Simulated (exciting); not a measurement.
Consider LuF3, space group P-3m1.

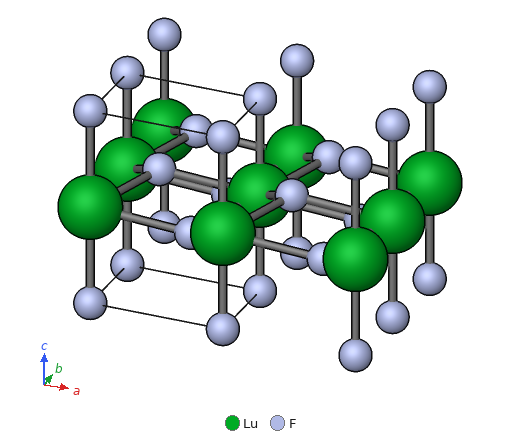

The structure (lutetium green, fluorine light blue). 2×2×1 cells are drawn. Some periodic images of atoms are drawn too.

```
Lu F
1.0
     3.81589    0.00000    0.00000
    -1.90794    3.30465    0.00000
     0.00000    0.00000    4.20719
Lu F
1 3
Direct
  0.00000 0.00000 0.50000
  0.00000 0.00000 0.00000
  0.66667 0.33333 0.39001
  0.33333 0.66667 0.60999
```

Absorber: atom 1, with 2 F at 2.10 Å and 6 F at 2.25 Å (distorted cubic, site symmetry -3m). Method: exciting, all-electron LAPW+lo, LDA, exchange and screened direct term (singlet BSE), 4×4×4 shifted k points, 25 conduction bands, |G+q| up to 3 bohr⁻¹ (2 in the exchange term), full RPA screening with nempty = 48, Lorentzian half width 2.34 eV.

**Question.** What does the Lu L₃ spectrum look like, and is there a bound core exciton?

Bound core exciton? Yes on this mesh: the first bright state (over 5 % of the brightest) lies at -3.92 eV from the Kohn–Sham onset and at -4.33 eV from the lowest bare transition of its own mesh. Maxima (height): -2.4 eV (1.00) and 14.4 eV (0.19).

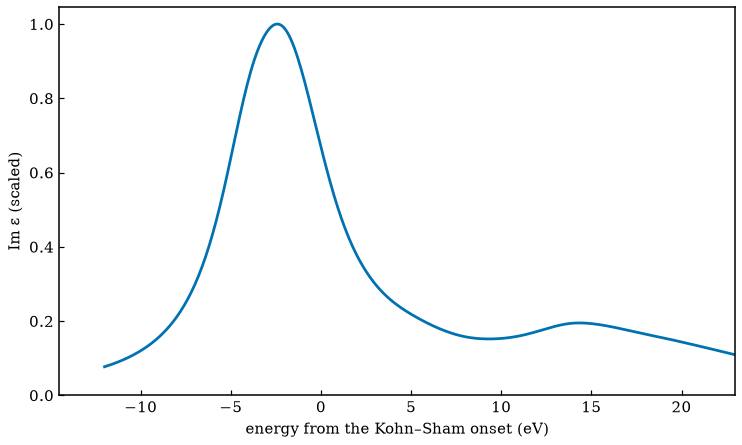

Energy from the Kohn–Sham onset, core level to the lowest empty state found on the meshes used; Im ε in relative units.

With 64 k points the binding energies are rough, and fine structure above the first lines is partly noise of the mesh. Exchange and the short-range direct term aren't converged in the kernel cutoff. The zero comes from the unshifted 4×4×4 ground-state mesh; it is exact only where the band minimum lies on that mesh. The conduction states carry no spin here, so the exchange coupling to the spinor core hole is only partly held. This core level is treated alone, with no coupling to its spin–orbit partner. The structure is a Materials Project entry, computed there, and may be a hypothetical form.

[Banner, clock and machine lines of the logs are left out without a mark of their own.]

[Logs are printed without paths, hosts, clocks, repeated set-up lines and the standing remarks that a program may print on its own settings, such as how far it seeks lower states.]

[Hosts, paths, dates, database ids (printed as entryN), source tags and the programs' standing remarks are cut or masked in the printed files.]
